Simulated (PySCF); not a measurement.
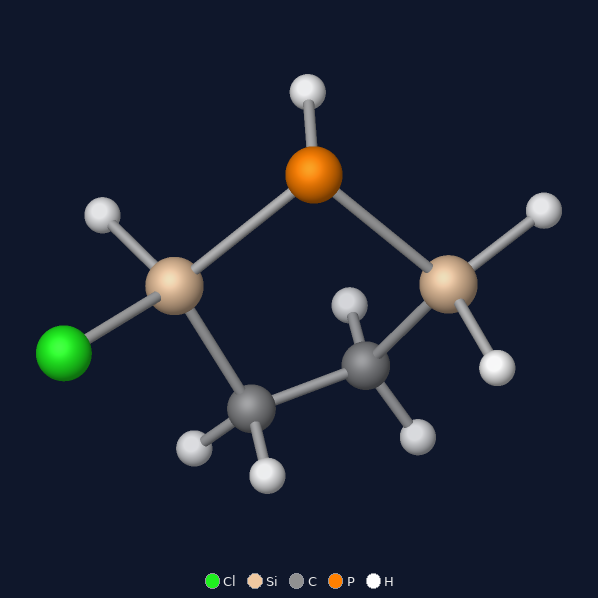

Computed geometry: PBE0-D3(BJ)/def2-SVP optimisation. No frequency run is at hand to confirm it as a minimum. Method: PBE0/pcSseg-1, gas phase (PySCF 2.14.0).

Computed properties:

The species is C₂H₈ClPSi₂ (`Cl[Si@@H]1CC[SiH2]P1`).
- dipole moment: 3.19 D
- HOMO energy (Kohn–Sham orbital): −7.61 eV
- LUMO energy (Kohn–Sham orbital): −0.38 eV
- HOMO–LUMO gap: 7.22 eV
